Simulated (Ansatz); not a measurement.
# Effort and miss along a sweep of basis.ecutwfc: BN (F-43m, 2 atoms in the cell)

```yaml
crystal:
  lattice:
    - [0.00000, 1.84854, 1.84854]
    - [1.84854, 0.00000, 1.84854]
    - [1.84854, 1.84854, 0.00000]
  atoms:
    - { symbol: B, position: [0.00000, 0.00000, 0.00000] }
    - { symbol: N, position: [0.75000, 0.75000, 0.75000] }
```

Method: PBEsol, PAW files made with PBE (plane waves; Ansatz, a program for electronic structure).

Base settings: basis.ecutwfc = 420 eV; kpoints.mp_grid.grid = 8 8 8; hamiltonian.xc = pbesol; hamiltonian.pseudopotentials = {kind: paw} (the program's default PAW files); scf.occupations.method = fixed.

Misses are taken against the tightest run, 840 eV, which need not be fully converged itself. The energy is the free energy per atom.

The count of work is k-points × plane waves × bands × iterations; it is no time, and leaves out set-up, grids and terms that scale otherwise. 

Ansatz's pressure holds its estimate of the finite-basis (Pulay) stress, which hides part of the cutoff error; the uncorrected pressure shows it.

The starting cell comes from a database of computed structures (which also holds hypothetical and non-ambient phases and stackings), without a prior relaxation at this level. Its lattice was rescaled by a random factor within 2.5 % of one. In the base run, with a pressure of about -25 GPa the cell is away from its equilibrium volume at this level. Ansatz's pressure includes its estimate of the finite-basis (Pulay) stress.

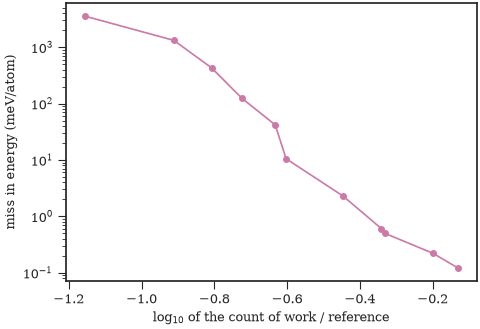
Figure: Miss against the count of work; the reference run is not drawn, and misses under 0.1 meV/atom are drawn there.

| basis.ecutwfc | energy less reference (meV/atom) | pressure less reference (GPa) | gap on the mesh less reference (eV) | uncorrected pressure less reference (GPa) | count of work / reference |
|---|---|---|---|---|---|
| 170 eV | 3581.67 | 35.57 | -0.757 | -189.09 | 0.070 |
| 210 eV | 1323.65 | 29.15 | -0.466 | -100.91 | 0.12 |
| 250 eV | 429.96 | 5.22 | -0.043 | -45.02 | 0.16 |
| 295 eV | 123.65 | -0.94 | -0.057 | -17.67 | 0.19 |
| 335 eV | 41.81 | -0.82 | -0.002 | -7.63 | 0.23 |
| 380 eV | 10.52 | -0.16 | -0.009 | -2.46 | 0.25 |
| 420 eV | 2.31 | 0.04 | 0.000 | -0.57 | 0.36 |
| 485 eV | 0.60 | 0.04 | 0.000 | 0.04 | 0.46 |
| 545 eV | 0.50 | 0.04 | 0.000 | 0.02 | 0.47 |
| 630 eV | 0.22 | 0.02 | 0.000 | 0.02 | 0.63 |
| 735 eV | 0.12 | 0.01 | 0.000 | 0.01 | 0.74 |
| 840 eV | 0.00 | 0.00 | 0.000 | 0.00 | 1.0 |

Coarsest setting among those run that, with all tighter ones, holds the energy within 2 meV/atom of the reference: 485 eV, off by 0.60 meV/atom; its saving against the reference is no more than about a factor of 2 in the count of work.

Smallest miss in the energy for at most 0.3 times the reference's count of work: 380 eV, with a miss of 11 meV/atom at a count of 0.25.

The step from 210 eV to 485 eV: it takes the miss in the energy from 1300 to 0.60 meV/atom, for 3.7 times the count of work.

Keys are those of Ansatz 0.2.
